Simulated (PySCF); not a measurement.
# C3H3NS, SMILES `c1cscn1`: electronic structure

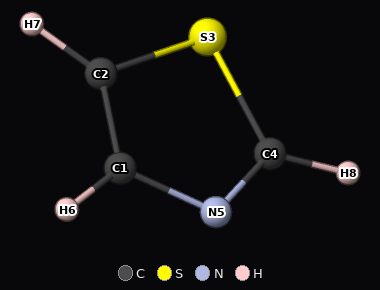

The molecule, with its atoms numbered as below. No frequency check shows the geometry to be a minimum.

Coordinates in Å:

```
C1       1.2900   -0.5838    0.0000
C2       0.0819   -1.2056    0.0000
S3      -1.1857   -0.0447    0.0000
C4       0.0325    1.1945    0.0000
N5       1.2393    0.7683    0.0000
H6       2.2477   -1.0711    0.0000
H7      -0.1367   -2.2537    0.0000
H8      -0.2406    2.2305    0.0000
```

Part 1: Removing or adding an electron

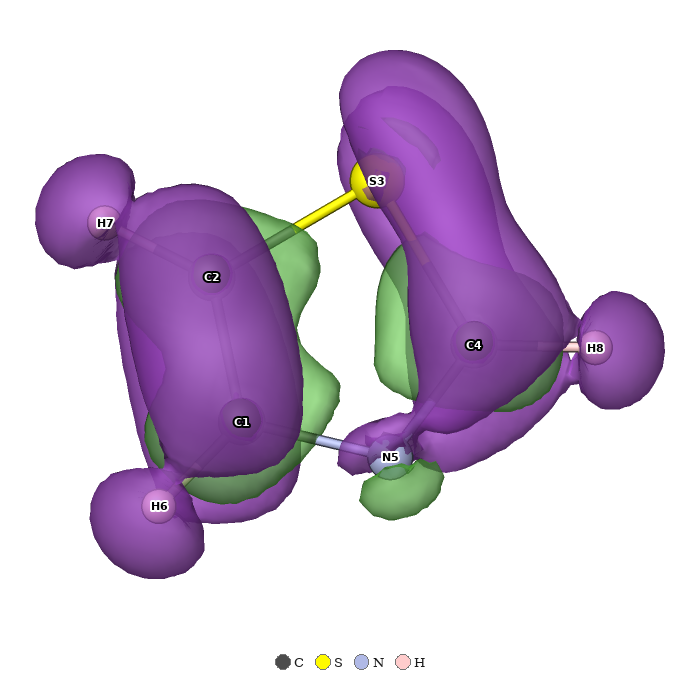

Fukui function f⁻ = ρ(N) − ρ(N−1) at fixed geometry, surfaces at ±0.02 e/Å³ (purple positive, green negative).

Computed with PySCF, PBE/aug-cc-pVDZ, geometry: GFN2-xTB.

Q: Which atoms respond most to the removal of an electron?

A: f⁻ (Hirshfeld-condensed) is largest on S3 (0.24), C1 (0.17) and C2 (0.15); the vertical ionisation energy is 9.48 eV (the stability of the cation's solution wasn't checked). Condensed values hint at sites of electrophilic attack but needn't mark the atom that reacts. Orbital relaxation makes it negative in places (0.16 e in all).

Part 2: Magnetic shielding

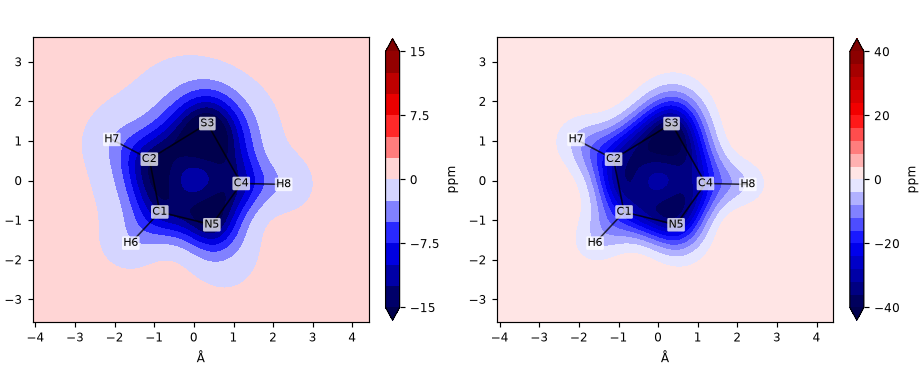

Isotropic NICS 1.0 Å above the plane of the 5-membered ring C1/C2/S3/C4/N5 (left) and NICSzz (the component normal to the ring) 1.0 Å above the plane of the same ring (right); GIAO shieldings; atoms are projected onto the map; negative values mean shielding.

Method: BP86/def2-SVPD; geometry: GFN2-xTB; program: PySCF.

Q: Is the ring aromatic by this magnetic criterion?

A: It is strongly diatropic (aromatic): NICS(0) = −12.4, NICS(1) = −11.4, NICS(1)zz = −31.0 ppm.

Q: What absolute proton shieldings does the same calculation give?

A: From 23.4 ppm (H8) to 24.6 ppm (H7).

Part 3: The π system

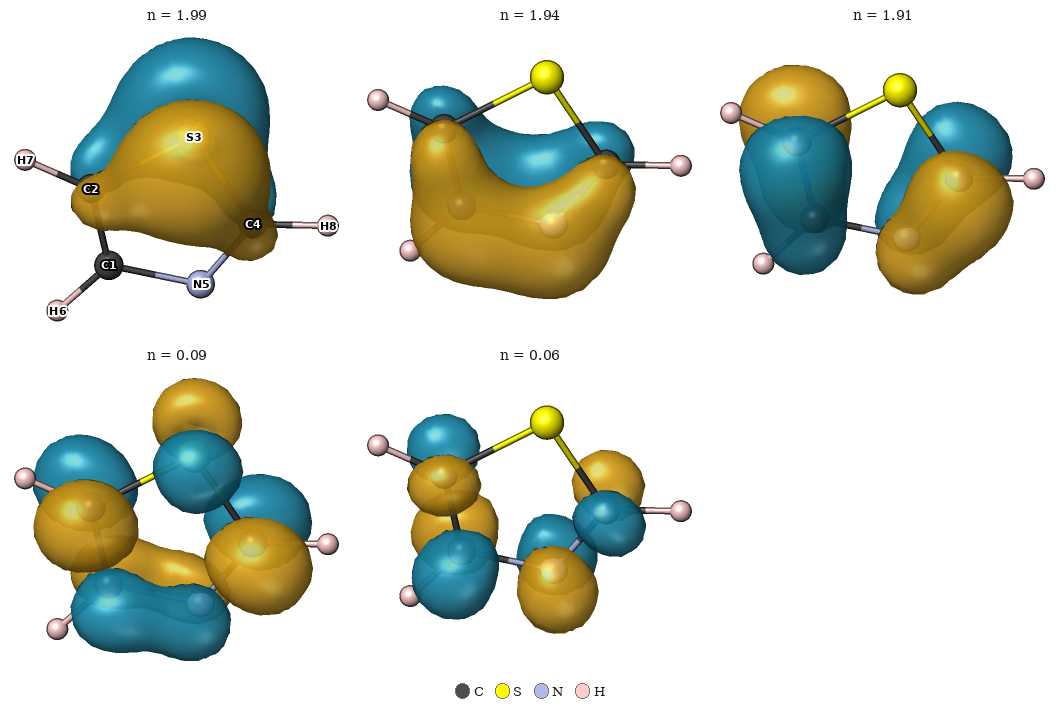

Natural orbitals of the π active space, CASSCF(6,5), singlet state, in order of falling occupation.

Method: def2-SVP basis; geometry: GFN2-xTB; program: PySCF.

Q: How multiconfigurational is the state?

A: The leading determinant weighs 0.93; the effective number of unpaired electrons, Σ n²(2−n)², is 0.09; the most occupied of the weakly occupied orbitals holds 0.09 e, as in an ordinary closed-shell π system. The active space lowers the energy by 1.47 eV against Hartree–Fock.

Q: Where does the lowest triplet lie relative to the singlet, at this geometry and within this active space?

A: 4.37 eV above it by strongly contracted NEVPT2 (+3.97 eV by CASSCF); a small basis tends to put such gaps a few tenths of an eV too high. This is a vertical energy for π states alone; a state that uses lone pairs or σ orbitals may lie lower.

The PySCF runs shown took 110 s, 15 s and 8.6 s on 1 thread of Intel(R) Xeon(R) 6975P-C (Granite Rapids), with other jobs on the host.
